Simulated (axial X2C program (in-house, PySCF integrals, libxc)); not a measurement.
**Se₂⁺: from the state search to constants**

What are the state, bond length, wavenumber and bond energy of Se₂⁺, and what does spin–orbit coupling change?

Method: all-electron X2C, Se dyall-cv3z; program: an in-house X2C program for linear molecules on PySCF integrals.

All values are calculated.

## 1. Input

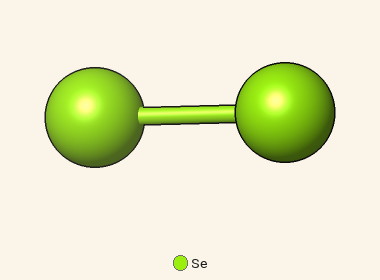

The two atoms at 2.140 Å (selenium green).

Input file task.json:

```json
{"zs": [34, 34], "q": 1, "bas": ["dyall-cv3z", "dyall-cv3z"], "levels": ["PBE0", "HF", "r2SCAN0"], "cc": true, "r0": 2.14, "thr": -2.0, "nmax": 90, "npts": 10, "nst": 2, "ntry": 6}
```

Keys: zs atomic numbers; q charge; bas basis sets; levels methods (HF also brings MP2); cc coupled cluster on or off; r0 starting distance in Å; thr threshold in hartree for freezing inner shells (an s shell follows its p shell); nmax most natural virtual spinors; npts points asked for on the curve; nst determinants followed; ntry starts of the search.

Launch:

```sh
> python so2c.py task.json out
```

Spin-free means the one-electron spin-free X2C Hamiltonian; two-component (2c) means X2C with spin–orbit coupling and atomic mean-field two-electron Coulomb and Gaunt terms. Basis: Se dyall-cv3z contracted to [8s9p6d4f1g]; Gaussian nuclei, density fitting. Masses: Se 79.917 u.

Notation: σ, π±, δ± give the projection m of an orbital's angular momentum (0, ±1, ±2), α and β its spin, Λ and M_S the sums; ω is the projection of a spinor's total angular momentum and Ω the sum. Logs are in hartree.

The results follow Hamiltonian by Hamiltonian and level by level.

## 2. Which state to follow

Determinants are compared with PBE0 at 2.140 Å.

Spin-free determinants:

```
ΔE (eV)             state                                  open shells
   0.00  M_S = 1/2, Λ = 1                    beyond closed shells: π+α
   1.51  M_S = 3/2, Λ = 1  beyond closed shells: 2 × π+α, π+β, 2 × π-α
   2.67  M_S = 1/2, Λ = 3  beyond closed shells: 2 × π+α, 2 × π+β, π-α
   2.67  M_S = 1/2, Λ = 1  beyond closed shells: π+α, 2 × π+β, 2 × π-α
   3.09  M_S = 3/2, Λ = 0           beyond closed shells: σα, π+α, π-α
```

Two-component determinants:

| ΔE (eV) | state | open shells |
| --- | --- | --- |
| 0.00 | Ω = 1/2 | excess of +ω over −ω: ω = 1/2 |
| 0.28 | Ω = 3/2 | excess of +ω over −ω: ω = 3/2 |
| 1.55 | Ω = 5/2 | excess of +ω over −ω: ω = -1/2, 2 × ω = 3/2 |
| 1.78 | Ω = 1/2 | excess of +ω over −ω: 2 × ω = -1/2, ω = 3/2 |
| 2.42 | Ω = 3/2 | excess of +ω over −ω: ω = 3/2 |
| 2.70 | Ω = 7/2 | excess of +ω over −ω: ω = 1/2, 2 × ω = 3/2 |
| 2.94 | Ω = 5/2 | excess of +ω over −ω: 2 × ω = 1/2, ω = 3/2 |

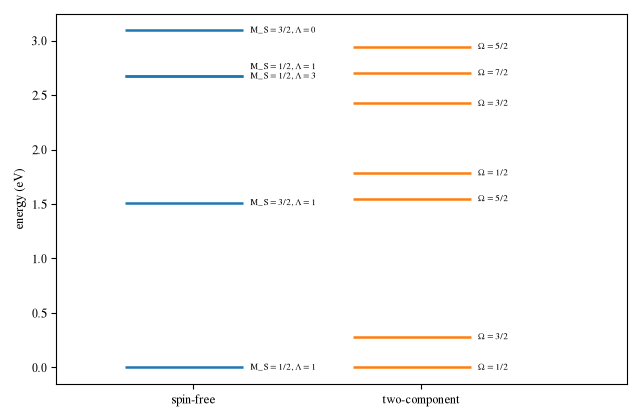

The determinants found, each set from its own lowest.

## 3. PBE0, spin-free

State followed: M_S = 1/2, Λ = 1 (beyond closed shells: π+α). The scan is laid around 2.089 Å, a first estimate of the minimum, and this SCF restarts from the orbitals of the search.

Output at 2.089 Å:

```text
spin-free X2C-1e  PBE0
basis functions 204  fitting functions 1178  grid points 5802
iter        total energy     max residual
   1      -4857.054223136     5.25e+00
   2      -4859.021279418     2.18e-02
   3      -4859.022170040     2.18e-02
   4      -4859.027312392     1.42e-03
   5      -4859.027340964     5.14e-04
   6      -4859.027343361     1.23e-04
   7      -4859.027343513     9.64e-06
   8      -4859.027343514     7.39e-06
converged
one-electron -7324.91802817  Coulomb 2349.51056652  exact exchange -43.35220223  xc functional -133.10102373  nuclear repulsion 292.83334410
```

Along the bond, energies from the lowest point:

```tsv
R (Å)	E (eV)	HOMO (eV)	LUMO (eV)	iterations
1.817	1.6370	-12.86	-10.85	10
1.901	0.6698	-13.06	-11.05	9
1.964	0.2600	-13.20	-11.20	9
2.026	0.0527	-13.33	-11.34	10
2.089	0.0000	-13.45	-11.47	8
2.162	0.0849	-13.58	-11.60	9
2.235	0.2839	-13.69	-11.73	10
2.329	0.6526	-13.82	-11.87	10
2.444	1.2047	-13.95	-12.02	10
2.611	2.0862	-14.10	-12.19	10
```

Outer orbitals at the reference distance:

```csv
symmetry,occupied,ε (eV),atomic character
σα,yes,-29.92,"84% Se s, 12% Se p"
σβ,yes,-29.49,"82% Se s, 13% Se p, 4% Se d"
σα,yes,-24.92,"78% Se s, 17% Se p, 4% Se d"
σβ,yes,-24.13,"78% Se s, 18% Se p"
σα,yes,-17.41,"87% Se p, 12% Se s"
σβ,yes,-17.12,"85% Se p, 13% Se s"
π+α,yes,-16.77,96% Se p
π-α,yes,-16.26,95% Se p
π-β,yes,-15.79,"95% Se p, 5% Se d"
π+β,yes,-15.79,"95% Se p, 5% Se d"
π+α,yes,-13.45,"93% Se p, 6% Se d"
π-α,no,-11.47,"93% Se p, 6% Se d"
π-β,no,-10.77,"93% Se p, 6% Se d"
π+β,no,-10.77,"93% Se p, 6% Se d"
σα,no,-6.97,"60% Se p, 31% Se d, 7% Se s"
```

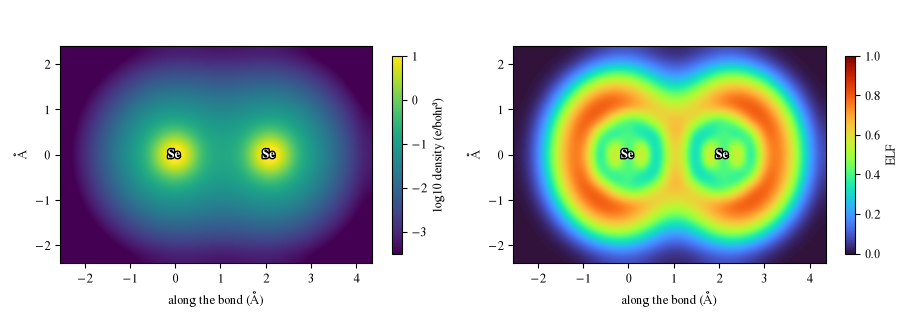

PBE0 fields in a plane through the axis, from a grid of 0.3 Å; Se lies at z = 0 and Se at z = 2.089 Å; the ELF is damped to zero where the density is low.

Re = 2.083 Å, ωe = 456 cm⁻¹, ωexe = 0.872 cm⁻¹, Be = 0.09725 cm⁻¹, De = 4.21 eV.

## 4. HF, spin-free

The SCF at the reference distance of 2.089 Å:

```text
spin-free X2C-1e  HF
basis functions 204  fitting functions 1178  grid points 5802
iter        total energy     max residual
   1      -4855.982926456     1.82e-01
   2      -4856.014386544     6.46e-03
   3      -4856.015276712     2.90e-03
   4      -4856.015386473     1.38e-03
   5      -4856.015416473     5.17e-04
   6      -4856.015421778     1.21e-04
   7      -4856.015422055     5.10e-05
   8      -4856.015422102     1.26e-05
   9      -4856.015422104     3.36e-06
  10      -4856.015422105     1.09e-06
converged
one-electron -7324.39555326  Coulomb 2349.07855481  exact exchange -173.53176775  xc functional 0.00000000  nuclear repulsion 292.83334410
```

Re = 2.044 Å, ωe = 510 cm⁻¹, ωexe = 0.794 cm⁻¹, Be = 0.101 cm⁻¹, De = 0.942 eV.

## 5. r2SCAN0, spin-free

Output at 2.089 Å:

```text
spin-free X2C-1e  r2SCAN0
basis functions 204  fitting functions 1178  grid points 5802
iter        total energy     max residual
   1      -4859.490689060     4.65e-02
   2      -4859.492577526     2.16e-03
   3      -4859.492590233     2.19e-03
   4      -4859.492618736     1.35e-04
   5      -4859.492618752     1.92e-04
   6      -4859.492618942     1.53e-04
   7      -4859.492619224     1.86e-05
   8      -4859.492619230     3.86e-06
   9      -4859.492619230     5.87e-07
converged
one-electron -7325.20541824  Coulomb 2349.83059360  exact exchange -43.36255242  xc functional -133.58858627  nuclear repulsion 292.83334410
```

Re = 2.070 Å, ωe = 468 cm⁻¹, ωexe = 0.875 cm⁻¹, Be = 0.09841 cm⁻¹, De = 3.89 eV.

## 6. MP2 and beyond, spin-free

Correlated methods: 11 electrons correlated (frozen shells, counted by type: Se 3 s, 2 p, 1 d), 229 virtual spinors in MP2, 90 natural virtuals in coupled cluster.

Output of the correlated part at 2.089 Å:

```text
correlated 11  virtual 229  natural virtual 90  E(MP2) -0.292437260  MP2 remainder -0.008532001
iter   CCSD correlation   residual
   1     -0.286803577   1.51e-01
   2     -0.296808845   6.01e-02
   3     -0.299672543   2.37e-02
   4     -0.299776401   6.74e-03
   5     -0.299768096   1.60e-03
   6     -0.299756227   4.88e-04
   7     -0.299757692   1.30e-04
   8     -0.299757258   3.79e-05
   9     -0.299756876   1.09e-05
  10     -0.299756941   3.61e-06
  11     -0.299756932   1.38e-06
(T) -0.019010546  T1 0.0222  D1 0.0362  max T2 0.133
```

T1 in the output is the amplitude norm over the root of the electron number; divide by √2 for the Lee–Taylor value.

MP2: Re = 2.136 Å, ωe = 383 cm⁻¹, Be = 0.09246 cm⁻¹, De = 3.98 eV.

CCSD: Re = 2.100 Å, ωe = 441 cm⁻¹, ωexe = 0.938 cm⁻¹, Be = 0.09563 cm⁻¹, De = 3.49 eV. T1 at Re = 0.016 (Lee–Taylor, the printed value over √2).

CCSD(T): Re = 2.120 Å, ωe = 417 cm⁻¹, ωexe = 1.03 cm⁻¹, Be = 0.09388 cm⁻¹, De = 3.85 eV. T1 at Re = 0.016 (Lee–Taylor, the printed value over √2).

## 7. A higher determinant, spin-free

State: M_S = 3/2, Λ = 1 (beyond closed shells: 2 × π+α, π+β, 2 × π-α).

Output at the reference distance:

```text
spin-free X2C-1e  PBE0
basis functions 204  fitting functions 1178  grid points 5802
iter        total energy     max residual
   1      -4856.958354159     5.29e+00
   2      -4858.955736803     2.08e-02
   3      -4858.956952451     2.07e-02
   4      -4858.961467576     1.52e-03
   5      -4858.961498700     5.65e-04
   6      -4858.961501369     1.26e-04
   7      -4858.961501528     1.13e-05
   8      -4858.961501529     3.19e-06
converged
one-electron -7325.06767612  Coulomb 2349.80741880  exact exchange -43.38506594  xc functional -133.14952238  nuclear repulsion 292.83334410
```

```tsv
R (Å)	E above the lowest PBE0 point (eV)
1.817	5.284
1.901	3.678
1.964	2.829
2.026	2.217
2.089	1.792
2.162	1.480
2.235	1.321
2.329	1.281
2.444	1.405
```

No constants are quoted: too few points lie around the minimum for a second fit to confirm the first.

## 8. The spin-free curves together

Energy (eV) of the followed determinant, spin-free, from each level's lowest point:

```tsv
R (Å)	PBE0	HF	MP2	CCSD	CCSD(T)	r2SCAN0
1.817	1.637	1.379	1.969	n/a	n/a	1.529
1.901	0.670	0.479	0.912	0.778	0.866	0.595
1.964	0.260	0.133	0.433	0.329	0.390	0.211
2.026	0.053	0.000	0.152	0.086	0.118	0.028
2.089	0.000	0.030	0.019	0.000	0.000	0.000
2.162	0.085	0.219	0.000	0.048	0.009	0.113
2.235	0.284	0.529	0.081	0.210	0.130	0.338
2.329	0.653	1.049	0.274	0.532	0.394	0.739
2.444	1.205	1.792	0.571	n/a	n/a	1.328
2.611	2.086	2.959	0.993	n/a	n/a	2.257
```

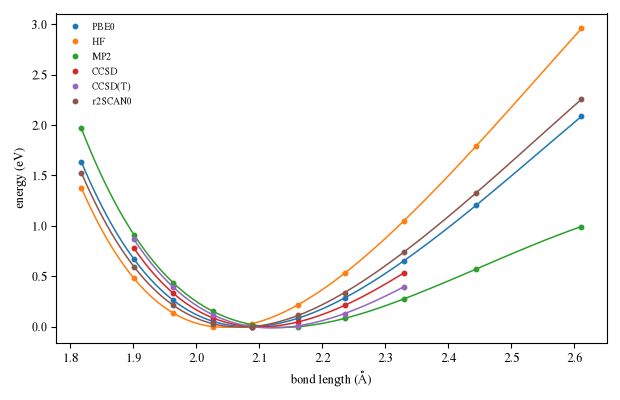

Curves of the followed state, spin-free, each from its own lowest point.

## 9. PBE0, 2c

State followed: Ω = 1/2 (excess of +ω over −ω: ω = 1/2). The scan is laid around 2.089 Å, a first estimate of the minimum, and this SCF restarts from the orbitals of the search.

The SCF at the reference distance of 2.089 Å:

```text
two-component X2C + atomic mean field  PBE0
basis functions 204  fitting functions 1178  grid points 5802
iter        total energy     max residual
   1      -4855.410514204     5.26e+00
   2      -4857.384751297     2.18e-02
   3      -4857.385635400     2.18e-02
   4      -4857.390777692     1.42e-03
   5      -4857.390801964     6.78e-04
   6      -4857.390796024     1.09e-03
   7      -4857.390809383     1.66e-04
   8      -4857.390809765     7.15e-06
   9      -4857.390809765     2.60e-06
converged
one-electron -7320.75480722  Coulomb 2348.70665735  exact exchange -43.33566456  xc functional -133.04969325  nuclear repulsion 292.83334410  atomic mean-field constant -1.79064618
```

Along the bond, energies from the lowest point:

```tsv
R (Å)	E (eV)	HOMO (eV)	LUMO (eV)	iterations
1.817	1.6539	-12.98	-10.69	9
1.901	0.6808	-13.18	-10.89	9
1.964	0.2670	-13.32	-11.04	10
2.026	0.0561	-13.44	-11.17	9
2.089	0.0000	-13.56	-11.30	9
2.162	0.0812	-13.69	-11.44	8
2.235	0.2766	-13.81	-11.56	10
2.329	0.6404	-13.93	-11.71	10
2.444	1.1860	-14.06	-11.85	11
2.611	2.0550	-14.18	-12.02	11
```

Outer spinors at the reference distance:

```json
{"ω": "-1/2", "occupied": "yes", "ε (eV)": "-29.90", "atomic character": "84% Se s, 12% Se p", "λ mixture": "100% σ"}
{"ω": "1/2", "occupied": "yes", "ε (eV)": "-29.47", "atomic character": "82% Se s, 13% Se p, 4% Se d", "λ mixture": "100% σ"}
{"ω": "-1/2", "occupied": "yes", "ε (eV)": "-24.90", "atomic character": "78% Se s, 17% Se p, 4% Se d", "λ mixture": "100% σ"}
{"ω": "1/2", "occupied": "yes", "ε (eV)": "-24.11", "atomic character": "78% Se s, 18% Se p", "λ mixture": "100% σ"}
{"ω": "-1/2", "occupied": "yes", "ε (eV)": "-17.39", "atomic character": "87% Se p, 12% Se s", "λ mixture": "100% σ"}
{"ω": "1/2", "occupied": "yes", "ε (eV)": "-17.11", "atomic character": "85% Se p, 13% Se s", "λ mixture": "100% σ"}
{"ω": "1/2", "occupied": "yes", "ε (eV)": "-16.88", "atomic character": "96% Se p", "λ mixture": "100% π"}
{"ω": "-3/2", "occupied": "yes", "ε (eV)": "-16.12", "atomic character": "95% Se p, 4% Se d", "λ mixture": "100% π"}
{"ω": "-1/2", "occupied": "yes", "ε (eV)": "-15.89", "atomic character": "95% Se p, 5% Se d", "λ mixture": "100% π"}
{"ω": "3/2", "occupied": "yes", "ε (eV)": "-15.65", "atomic character": "95% Se p, 5% Se d", "λ mixture": "100% π"}
{"ω": "1/2", "occupied": "yes", "ε (eV)": "-13.56", "atomic character": "93% Se p, 5% Se d", "λ mixture": "100% π"}
{"ω": "-3/2", "occupied": "no", "ε (eV)": "-11.30", "atomic character": "93% Se p, 6% Se d", "λ mixture": "100% π"}
{"ω": "-1/2", "occupied": "no", "ε (eV)": "-10.88", "atomic character": "93% Se p, 6% Se d", "λ mixture": "100% π"}
{"ω": "3/2", "occupied": "no", "ε (eV)": "-10.61", "atomic character": "93% Se p, 6% Se d", "λ mixture": "100% π"}
{"ω": "-1/2", "occupied": "no", "ε (eV)": "-6.94", "atomic character": "60% Se p, 31% Se d, 7% Se s", "λ mixture": "100% σ"}
```

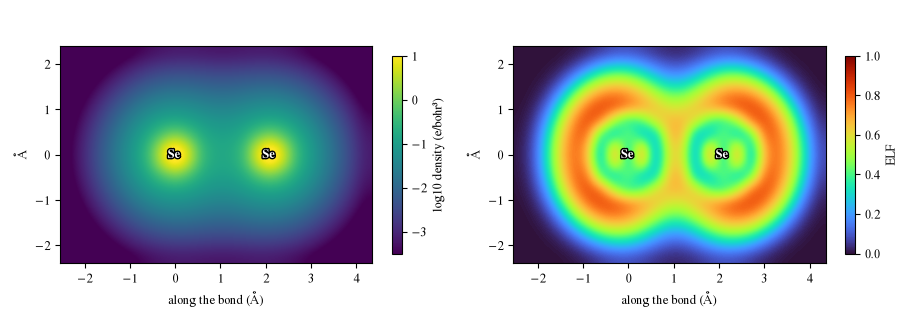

PBE0 fields in a plane through the axis, from a grid of 0.3 Å; Se lies at z = 0 and Se at z = 2.089 Å; the ELF is damped to zero where the density is low.

Re = 2.085 Å, ωe = 455 cm⁻¹, ωexe = 0.88 cm⁻¹, Be = 0.09709 cm⁻¹, De = 4.28 eV.

## 10. HF, 2c

Output at 2.089 Å:

```text
two-component X2C + atomic mean field  HF
basis functions 204  fitting functions 1178  grid points 5802
iter        total energy     max residual
   1      -4854.348110201     1.81e-01
   2      -4854.379546787     6.46e-03
   3      -4854.380461246     2.88e-03
   4      -4854.380584608     1.38e-03
   5      -4854.380626814     6.76e-04
   6      -4854.380643978     5.03e-04
   7      -4854.380650179     3.80e-04
   8      -4854.380655229     2.12e-04
   9      -4854.380657255     4.91e-05
  10      -4854.380657366     5.70e-06
  11      -4854.380657367     1.21e-06
converged
one-electron -7320.24303693  Coulomb 2348.28580924  exact exchange -173.46612759  xc functional 0.00000000  nuclear repulsion 292.83334410  atomic mean-field constant -1.79064618
```

Re = 2.047 Å, ωe = 506 cm⁻¹, ωexe = 0.821 cm⁻¹, Be = 0.1007 cm⁻¹, De = 1.02 eV.

## 11. r2SCAN0, 2c

Output at 2.089 Å:

```text
two-component X2C + atomic mean field  r2SCAN0
basis functions 204  fitting functions 1178  grid points 5802
iter        total energy     max residual
   1      -4857.853226295     4.66e-02
   2      -4857.855122380     2.16e-03
   3      -4857.855135427     2.18e-03
   4      -4857.855163800     1.34e-04
   5      -4857.855164204     5.17e-05
   6      -4857.855164258     2.80e-05
   7      -4857.855164269     4.72e-06
   8      -4857.855164269     4.27e-06
converged
one-electron -7321.03995264  Coulomb 2349.02434805  exact exchange -43.34597622  xc functional -133.53628138  nuclear repulsion 292.83334410  atomic mean-field constant -1.79064618
```

Re = 2.072 Å, ωe = 467 cm⁻¹, ωexe = 0.882 cm⁻¹, Be = 0.09826 cm⁻¹, De = 4.00 eV.

## 12. Correlated methods, 2c

Correlated methods: 11 electrons correlated (frozen shells, counted by type: Se 3 s, 2 p, 1 d), 229 virtual spinors in MP2, 90 natural virtuals in coupled cluster.

Output of the correlated part at 2.089 Å:

```text
correlated 11  virtual 229  natural virtual 90  E(MP2) -0.290773517  MP2 remainder -0.008524070
iter   CCSD correlation   residual
   1     -0.285825020   1.49e-01
   2     -0.295719492   5.92e-02
   3     -0.298560744   2.34e-02
   4     -0.298676918   6.87e-03
   5     -0.298677208   1.97e-03
   6     -0.298668114   9.04e-04
   7     -0.298674863   4.62e-04
   8     -0.298674949   1.88e-04
   9     -0.298674859   6.28e-05
  10     -0.298675121   2.14e-05
  11     -0.298675351   7.44e-06
  12     -0.298675388   2.78e-06
  13     -0.298675410   1.21e-06
  14     -0.298675404   4.42e-07
(T) -0.018823679  T1 0.0238  D1 0.0398  max T2 0.133
```

MP2: No constants are quoted: the points don't follow one smooth fit.

CCSD: Re = 2.102 Å, ωe = 440 cm⁻¹, ωexe = 0.963 cm⁻¹, Be = 0.09549 cm⁻¹, De = 3.50 eV. T1 at Re = 0.017 (Lee–Taylor, the printed value over √2).

CCSD(T): Re = 2.121 Å, ωe = 417 cm⁻¹, ωexe = 1.03 cm⁻¹, Be = 0.09379 cm⁻¹, De = 3.85 eV. T1 at Re = 0.018 (Lee–Taylor, the printed value over √2).

## 13. A higher determinant, 2c

State: Ω = 3/2 (excess of +ω over −ω: ω = 3/2).

Output at the reference distance:

```text
two-component X2C + atomic mean field  PBE0
basis functions 204  fitting functions 1178  grid points 5802
iter        total energy     max residual
   1      -4855.399405374     5.26e+00
   2      -4857.374465256     2.18e-02
   3      -4857.375352445     2.18e-02
   4      -4857.380493608     1.41e-03
   5      -4857.380516505     7.75e-04
   6      -4857.380509606     1.19e-03
   7      -4857.380525585     1.48e-04
   8      -4857.380525903     7.11e-06
   9      -4857.380525904     2.55e-06
converged
one-electron -7320.62056649  Coulomb 2348.57958698  exact exchange -43.33481815  xc functional -133.04742615  nuclear repulsion 292.83334410  atomic mean-field constant -1.79064618
```

```tsv
R (Å)	E above the lowest PBE0 point (eV)
1.817	1.930
1.901	0.959
1.964	0.546
2.026	0.336
2.089	0.280
2.162	0.361
2.235	0.555
2.329	0.917
2.444	1.459
```

Re = 2.085 Å, ωe = 454 cm⁻¹, ωexe = 0.888 cm⁻¹, Be = 0.09708 cm⁻¹. Te = 0.28 eV.

## 14. The 2c curves together

Energy (eV) of the followed determinant, 2c, from each level's lowest point:

```tsv
R (Å)	PBE0	HF	MP2	CCSD	CCSD(T)	r2SCAN0
1.817	1.654	1.399	1.959	n/a	n/a	1.546
1.901	0.681	0.491	0.898	0.788	0.873	0.606
1.964	0.267	0.139	0.417	0.335	0.394	0.217
2.026	0.056	0.000	0.137	0.089	0.120	0.032
2.089	0.000	0.023	0.008	0.000	0.000	0.000
2.162	0.081	0.204	0.000	0.045	0.007	0.109
2.235	0.277	0.501	0.114	0.204	0.126	0.331
2.329	0.640	0.987	0.448	0.522	0.390	0.728
2.444	1.186	1.628	1.174	n/a	n/a	1.310
2.611	2.055	2.482	2.291	n/a	n/a	2.228
```

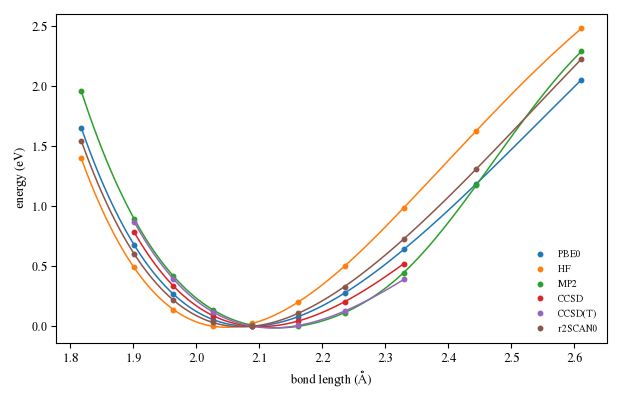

Curves of the followed state, 2c, each from its own lowest point.

The whole job took 3.6 min on 1 thread of Arm Neoverse N1, shared host; peak memory 0.73 GiB.

## 15. Constants

Lowest determinant that the search found at its distance, spin-free: M_S = 1/2, Λ = 1 (beyond closed shells: π+α).

Lowest determinant that the search found at its distance, 2c: Ω = 1/2 (excess of +ω over −ω: ω = 1/2).

```csv
Hamiltonian,level,Re (Å),ωe (cm⁻¹),De (eV)
spin-free,PBE0,2.083,456,4.21
spin-free,HF,2.044,510,0.942
spin-free,MP2,2.136,383,3.98
spin-free,CCSD,2.100,441,3.49
spin-free,CCSD(T),2.120,417,3.85
spin-free,r2SCAN0,2.070,468,3.89
2c,PBE0,2.085,455,4.28
2c,HF,2.047,506,1.02
2c,CCSD,2.102,440,3.50
2c,CCSD(T),2.121,417,3.85
2c,r2SCAN0,2.072,467,4.00
```

No constants: 2c MP2 (the points don't follow one smooth fit).

Time per point (s) on 1 thread of Arm Neoverse N1, shared host (2c runs; CCSD comes with the CCSD(T) run); the times are rough: PBE0 1.2, HF 1.2, CCSD(T) 8.1, r2SCAN0 1.6.

**Reading.** At CCSD(T), going from spin-free to two-component changes Re by +1 mÅ, ωe by -0.1 %, which is small (part of it comes from the scalar share of the two-electron terms). De moves by 0.00 eV; both De rest on single-determinant atoms, which can miss part of an open shell's spin–orbit lowering.

De refers to Se + Se+, each in the lowest determinant found, which need not be this curve's own limit. Each curve is one determinant whose occupation by symmetry is held fixed; it was picked as the lowest of a PBE0 search that is not exhaustive. Dissociation energies refer to the lowest single-determinant-based atoms at the same level and basis. Density functionals use the spin component along the axis (collinear). CCSD and (T) use frozen natural virtuals with an MP2 correction for the truncation. The meta-GGAs lack a current-density term, which matters for open shells with orbital currents, atoms included.
